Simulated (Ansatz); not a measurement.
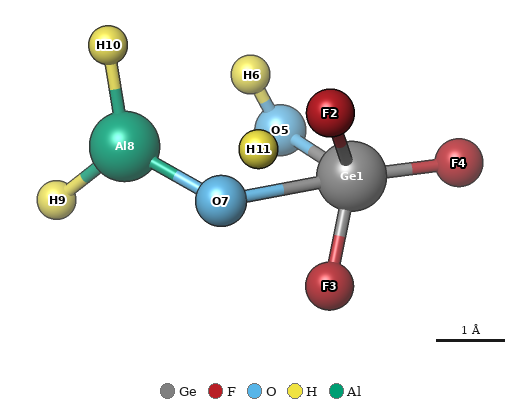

Figure 1. The input geometry (ball-and-stick view, seen at a tilt; atoms are numbered from 1 in the order of the input). Sticks mark near contacts. Bond lengths as drawn: Al–H 1.56 Å, Al–O 1.78 Å, F–Ge 1.68 to 2.03 Å, Ge–O 1.77 to 2.07 Å and H–O 1.01 Å.

## Geometry relaxation, with input and output: AlGeH₄O₂F₃ (part 1 of 2)

- system: AlGeH₄O₂F₃
- method: RHF/def2-SVP (Ansatz 0.2.0)

The input holds or restrains some coordinates. Forces given for the steps count only the free coordinates. It belongs to a series of runs on one base structure; here: pulled along the bonds that form and break, towards end A. Figures and captions count atoms from 1; the log counts them from 0 in places.

## The input
```yaml
crystal:
  periodic: [false, false, false]
  atoms:
    - { symbol: Ge, position_ang: [0.0, 0.0, 0.0] }
    - { symbol: F, position_ang: [0.0, 0.0, 2.03] }
    - { symbol: F, position_ang: [1.5842, 0.0, -0.5594] }
    - { symbol: F, position_ang: [-0.7913, 1.3709, -0.5594] }
    - { symbol: O, position_ang: [-0.8337, -1.4443, -0.5894] }
    - { symbol: H, position_ang: [-1.2883, -1.91, 0.183] }
    - { symbol: O, position_ang: [1.0804, -1.6406, 0.6527] }
    - { symbol: Al, position_ang: [0.4764, -3.3147, 0.6824] }
    - { symbol: H, position_ang: [1.0732, -4.3766, -0.2922] }
    - { symbol: H, position_ang: [-0.6497, -3.7201, 1.683] }
    - { symbol: H, position_ang: [0.6544, -0.9938, 1.7453] }
basis:
  gaussian: { orbitals: def2-SVP }
hamiltonian:
  xc: hf
relax:
  f_tol: 0.15
  max_steps: 25
  restrain:
    - { distance: [0, 6], at: 2.97, k: 30.0 }
    - { distance: [10, 1], at: 2.12, k: 30.0 }
    - { distance: [0, 1], at: 1.68, k: 30.0 }
    - { distance: [10, 6], at: 1.01, k: 30.0 }
output:
  orbitals: {}
```

Launch command:
```bash
ansatz run input.yaml --threads 4 --pin off --max-ram 5120MiB --backend cpu --events-out ev --progress --plain --runs-dir out
```

## Log
```
The last accepted step is kept in [file] (removed where the run ends without a failure and the disk answers)
Engine: ansatz 0.2.0, aarch64-unknown-linux-gnu
Functional definition: HF
  exchange = exact_x
  correlation = 0
1421 factors; integrals over basis functions are off by at most 2.8e-4 eV
mean field evaluation 1: about -75286.2663 eV, gradient 6.0e1 eV
mean field evaluation 2: about -75286.3539 eV, gradient 6.0e1 eV
mean field evaluation 4: about -75292.9594 eV, gradient 4.2e0 eV
mean field evaluation 8: about -75293.0205 eV, gradient 5.3e-1 eV
mean field -75293.02148464 eV, -2766.9675041175 hartree, gradient 2.8e-5 eV, S^2 0.000000; 0 other end points of the search recorded, 0 dependent functions left out
the calculation of the forces begins
reference -75293.02148464 eV, -2766.9675041175 hartree; 46, 46 occupied and 94, 94 virtual orbitals, 1421 factors
relax step   1: F+E_penalty+E_count = -75293.02148464 eV  Δ(F+E_penalty+E_count) = +0.000e0 eV  max|allowed force component| = 7.005e0 eV/Å  E_restraint = 27.66985679 eV  max|allowed force component, restraints' pulls added| = 2.828e1 eV/Å  Δτ_max = 0.0000 Å  (37 SCF iters, accepted)
  distance Ge 0 - O 6 = 2.0700 Å
  distance H 10 - F 1 = 1.2235 Å
  distance Ge 0 - F 1 = 2.0300 Å
  distance H 10 - O 6 = 1.3393 Å
these checks for a lower state are left out or cut short: starts, cluster_reference, orbital_swaps, neighbouring_geometries, increment
1421 factors; integrals over basis functions are off by at most 4.7e-4 eV
mean field evaluation 16: about -75294.6162 eV, gradient 6.8e-3 eV
mean field -75294.75103266 eV, -2767.0310638348 hartree, gradient 5.8e-5 eV, S^2 0.000000; 0 other end points of the search recorded, 0 dependent functions left out
[... from here on the field's lines of each further geometry are left out, up to the last ...]
relax step   2: F+E_penalty+E_count = -75294.75103266 eV  Δ(F+E_penalty+E_count) = -1.730e0 eV  max|allowed force component| = 6.095e0 eV/Å  E_restraint = 13.75990489 eV  max|allowed force component, restraints' pulls added| = 2.157e1 eV/Å  Δτ_max = 0.1948 Å  (42 SCF iters, accepted)
relax step   3: F+E_penalty+E_count = -75296.03961803 eV  Δ(F+E_penalty+E_count) = -1.289e0 eV  max|allowed force component| = 5.854e0 eV/Å  E_restraint = 4.87233861 eV  max|allowed force component, restraints' pulls added| = 9.343e0 eV/Å  Δτ_max = 0.1947 Å  (33 SCF iters, accepted)
relax step   4: F+E_penalty+E_count = -75296.73707542 eV  Δ(F+E_penalty+E_count) = -6.975e-1 eV  max|allowed force component| = 4.383e0 eV/Å  E_restraint = 0.86356211 eV  max|allowed force component, restraints' pulls added| = 5.252e0 eV/Å  Δτ_max = 0.1909 Å  (33 SCF iters, accepted)
relax step   5: F+E_penalty+E_count = -75297.35284794 eV  Δ(F+E_penalty+E_count) = -6.158e-1 eV  max|allowed force component| = 1.678e0 eV/Å  E_restraint = 0.05212979 eV  max|allowed force component, restraints' pulls added| = 1.170e0 eV/Å  Δτ_max = 0.1918 Å  (33 SCF iters, accepted)
relax step   6: F+E_penalty+E_count = -75297.58481195 eV  Δ(F+E_penalty+E_count) = -2.320e-1 eV  max|allowed force component| = 8.962e-1 eV/Å  E_restraint = 0.04423850 eV  max|allowed force component, restraints' pulls added| = 8.488e-1 eV/Å  Δτ_max = 0.1935 Å  (33 SCF iters, accepted)
relax step   7: F+E_penalty+E_count = -75297.67138217 eV  Δ(F+E_penalty+E_count) = -8.657e-2 eV  max|allowed force component| = 1.046e0 eV/Å  E_restraint = 0.03180022 eV  max|allowed force component, restraints' pulls added| = 8.836e-1 eV/Å  Δτ_max = 0.1416 Å  (34 SCF iters, accepted)
relax step   8: F+E_penalty+E_count = -75297.77738987 eV  Δ(F+E_penalty+E_count) = -1.060e-1 eV  max|allowed force component| = 1.100e0 eV/Å  E_restraint = 0.03103422 eV  max|allowed force component, restraints' pulls added| = 1.100e0 eV/Å  Δτ_max = 0.1946 Å  (33 SCF iters, accepted)
relax step   9: F+E_penalty+E_count = -75297.79303539 eV  Δ(F+E_penalty+E_count) = -1.565e-2 eV  max|allowed force component| = 2.863e0 eV/Å  E_restraint = 0.02379636 eV  max|allowed force component, restraints' pulls added| = 2.863e0 eV/Å  Δτ_max = 0.1447 Å  (33 SCF iters, accepted)
relax step  10: F+E_penalty+E_count = -75297.95866497 eV  Δ(F+E_penalty+E_count) = -1.656e-1 eV  max|allowed force component| = 1.339e0 eV/Å  E_restraint = 0.03238766 eV  max|allowed force component, restraints' pulls added| = 4.097e-1 eV/Å  Δτ_max = 0.2000 Å  (33 SCF iters, accepted)
relax step  11: F+E_penalty+E_count = -75298.01101589 eV  Δ(F+E_penalty+E_count) = -5.235e-2 eV  max|allowed force component| = 1.165e0 eV/Å  E_restraint = 0.03484010 eV  max|allowed force component, restraints' pulls added| = 2.481e-1 eV/Å  Δτ_max = 0.1998 Å  (33 SCF iters, accepted)
relax step  12: F+E_penalty+E_count = -75298.02579383 eV  Δ(F+E_penalty+E_count) = -1.478e-2 eV  max|allowed force component| = 1.169e0 eV/Å  E_restraint = 0.03510127 eV  max|allowed force component, restraints' pulls added| = 2.507e-1 eV/Å  Δτ_max = 0.1997 Å  (34 SCF iters, accepted)
relax step  13: F+E_penalty+E_count = -75298.03097337 eV  Δ(F+E_penalty+E_count) = -5.180e-3 eV  max|allowed force component| = 1.218e0 eV/Å  E_restraint = 0.03417347 eV  max|allowed force component, restraints' pulls added| = 1.841e-1 eV/Å  Δτ_max = 0.1167 Å  (34 SCF iters, accepted)
the calculation of the forces begins
reference -75298.03618275 eV, -2767.1517908742 hartree; 46, 46 occupied and 94, 94 virtual orbitals, 1422 factors
relax step  14: F+E_penalty+E_count = -75298.03618275 eV  Δ(F+E_penalty+E_count) = -5.209e-3 eV  max|allowed force component| = 1.202e0 eV/Å  E_restraint = 0.03508929 eV  max|allowed force component, restraints' pulls added| = 1.455e-1 eV/Å  Δτ_max = 0.0646 Å  (35 SCF iters, accepted)
```

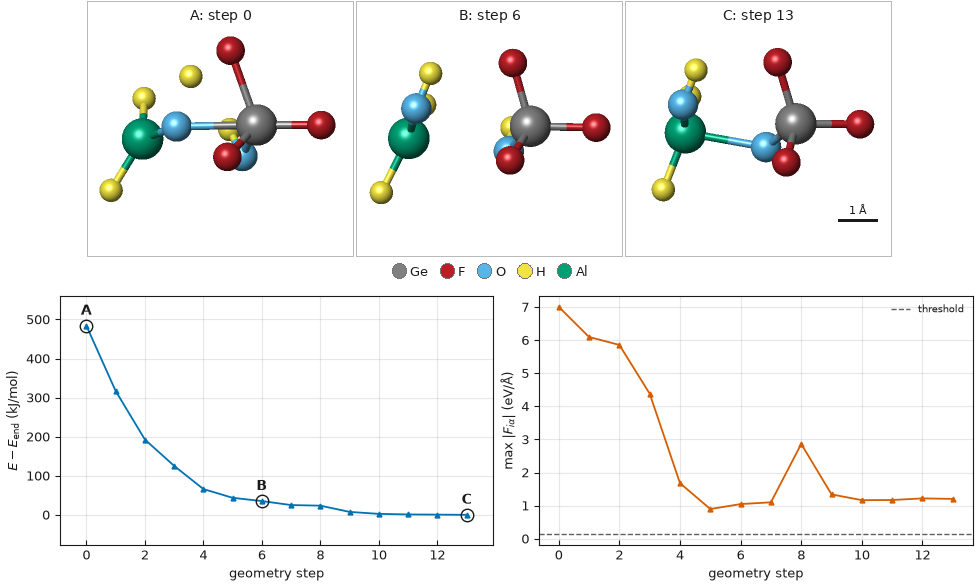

Figure 2. Frames of the restrained relaxation (ball-and-stick view, seen at a tilt) above the curves, on which the letters mark them (the first geometry is step 0 here and step 1 in the log).

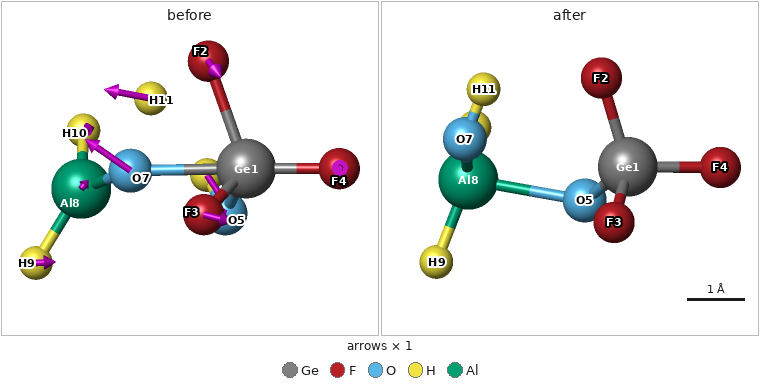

Figure 3. Before (left) and after (right) the restrained relaxation, at one scale (ball-and-stick view, seen at a tilt). The pink arrows give the displacements, at true length. The largest move after the best rigid fit is that of O7, 0.99 Å. Largest moves by element: O 0.99 Å, H 0.96 Å, F 0.59 Å, Al 0.21 Å, Ge 0.04 Å. Distances before and after: Ge1–O7 2.070 → 2.953 Å, O5–Al8 2.614 → 2.130 Å, O7–H11 1.339 → 0.967 Å, Ge1–F2 2.030 → 1.681 Å. New bonds form: O7–H11 (1.34 → 0.97 Å). Bonds break: Ge1–O7 (2.07 → 2.95 Å). Among the angles that change: Ge1–O5–H6 109.5° → 117.7°, F4–Ge1–O5 109.5° → 104.8°, O7–Al8–H9 120.0° → 116.1°. The energy falls by 483.8 kJ/mol in 13 geometry steps. Largest force component: 7 eV/Å at the start, 1.2 eV/Å at the end. (Atoms are counted from 1 in the order of the input.)

```
  distance Ge 0 - O 6 = 2.9529 Å
  distance H 10 - F 1 = 2.1345 Å
  distance Ge 0 - F 1 = 1.6815 Å
  distance H 10 - O 6 = 0.9672 Å
1422 factors; integrals over basis functions are off by at most 6.7e-4 eV
mean field -75298.03618275 eV, -2767.1517908742 hartree, gradient 4.5e-5 eV, S^2 0.000000; 1 other end points of the search recorded, 0 dependent functions left out
the calculation of the forces begins
reference -75298.03618275 eV, -2767.1517908742 hartree; 46, 46 occupied and 94, 94 virtual orbitals, 1422 factors
Total energy: -75298.03618275 eV, -2767.1517908742 hartree
Atom 0 at    -0.017577     0.041802     0.041549 Å, force     0.223357    -0.368600     0.135627 eV/Å
Atom 1 at     0.258293     0.305092     1.679231 Å, force    -0.206504     0.349481    -0.044183 eV/Å
Atom 2 at     1.326864     0.412480    -0.882161 Å, force     0.027848     0.000769     0.008866 eV/Å
Atom 3 at    -1.272522     1.049729    -0.460047 Å, force    -0.000243     0.008255     0.024015 eV/Å
Atom 4 at    -0.610382    -1.584171    -0.233923 Å, force     0.034656    -0.023040     0.057719 eV/Å
Atom 5 at    -1.429481    -1.681321    -0.708642 Å, force    -0.010841    -0.017560    -0.011036 eV/Å
Atom 6 at     1.487083    -2.100216     1.408045 Å, force    -0.488177     1.201928     0.794635 eV/Å
Atom 7 at     0.332375    -3.211266     0.766340 Å, force    -0.077783    -0.066523    -0.145501 eV/Å
Atom 8 at     0.817417    -4.091237    -0.449895 Å, force    -0.000277    -0.007037     0.003128 eV/Å
Atom 9 at    -0.884033    -3.669363     1.672521 Å, force    -0.014119     0.003328     0.023400 eV/Å
Atom 10 at     1.297561    -1.500729     2.142981 Å, force     0.512082    -1.081001    -0.846670 eV/Å
Dipole moment:    -0.628798     0.323687    -0.210586 e Å
```

## Trajectory as extended XYZ (Å, eV, eV/Å), 14 frames, from step=1 to step=14
```
11
Properties=species:S:1:pos:R:3:forces:R:3 step=1 energy=-75293.02149
Ge    0.0000    0.0000    0.0000    2.1113  -4.1748   0.8350
F     0.0000    0.0000    2.0300   -0.2065   0.2373  -2.5658
F     1.5842    0.0000   -0.5594    0.3896   3.7241  -1.9355
F    -0.7913    1.3709   -0.5594    0.0008   0.1800   0.6508
O    -0.8337   -1.4443   -0.5894   -3.8056  -0.3047   1.7024
H    -1.2883   -1.9100    0.1830    0.6137   1.6905  -2.5060
O     1.0804   -1.6406    0.6527   -1.7812  -1.1013   7.0051
Al    0.4764   -3.3147    0.6824    1.3532   1.3217  -0.8323
H     1.0732   -4.3766   -0.2922    0.1144  -0.0985  -0.0415
H    -0.6497   -3.7201    1.6830   -0.3297   0.1880   0.2024
H     0.6544   -0.9938    1.7453    1.5401  -1.6623  -2.5146
11
Properties=species:S:1:pos:R:3:forces:R:3 step=2 energy=-75294.75103
Ge   -0.0429    0.0621    0.0180    2.5100  -4.4261   1.9272
F    -0.0679    0.1025    1.9573   -0.4880   0.6352  -3.6962
F     1.5652    0.0367   -0.5664   -1.1104   2.1316  -0.5206
F    -0.8057    1.3960   -0.5616   -0.7029   1.3187  -0.1031
O    -0.8592   -1.4261   -0.5766   -1.4794   0.6713   1.7614
H    -1.2899   -1.8984    0.1690    0.0470   1.1874  -1.4996
O     1.1622   -1.7517    0.7903   -2.2009   2.1295   6.0950
Al    0.4787   -3.3305    0.6775    0.8365   0.0309  -0.2756
H     1.0755   -4.3793   -0.2939    0.1193  -0.1534  -0.2263
H    -0.6530   -3.7183    1.6847   -0.3532   0.1591   0.0633
H     0.7427   -1.1222    1.6776    2.8219  -3.6841  -3.5255
11
Properties=species:S:1:pos:R:3:forces:R:3 step=3 energy=-75296.03962
Ge   -0.0948    0.1354    0.0394    3.5434  -5.8543   2.0058
F    -0.1402    0.2091    1.8692   -0.2481   0.2843  -3.3217
F     1.5387    0.0502   -0.5607   -2.0018   1.5934   0.2048
F    -0.8226    1.4262   -0.5722   -1.6185   2.8711  -1.0542
O    -0.8582   -1.4105   -0.5561   -0.4340   1.3840   1.5073
H    -1.2933   -1.8883    0.1604   -0.3061   0.8280  -0.7821
O     1.2220   -1.8359    0.9001   -0.7400   1.4509   3.0519
Al    0.4840   -3.3401    0.6776    0.4056  -0.7450  -0.1923
H     1.0764   -4.3808   -0.2980    0.1145  -0.1738  -0.3119
H    -0.6573   -3.7168    1.6839   -0.3706   0.1354  -0.0236
H     0.8508   -1.2777    1.6323    1.6554  -1.7740  -1.0839
```
